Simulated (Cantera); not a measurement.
Input: 1 mol CaO, 2 mol HCl, 0.78 mol H2, held at 133 Pa.

Method: chemical equilibrium by Gibbs-energy minimisation in Cantera with the NASA 1993 tables (ideal gas, pure condensed phases). Candidate condensed phases: Ca, CaCl2, CaO, Ca(OH)2, H2O; 21 gas species. Mutual solubility and eutectic melting of coexisting phases are not modelled. Condensed phases not in the tables: oxide chlorides. Rates play no part.

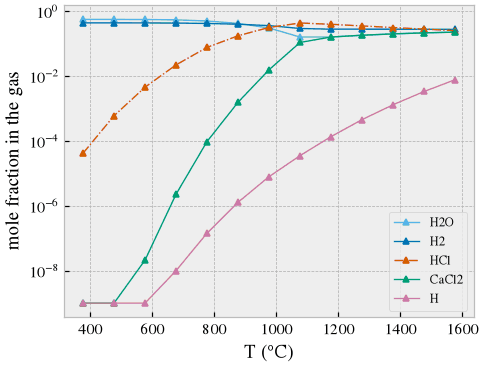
Equilibrium gas composition (values under 1e-9 drawn at 1e-9)

At 377 °C the condensed part is CaCl2(s). From 477 °C to 677 °C the condensed part is CaCl2(s) + CaO(s). From 777 °C to 1077 °C the condensed part is CaCl2(l) + CaO(s). From 1177 °C to 1577 °C the condensed part is CaO(s).
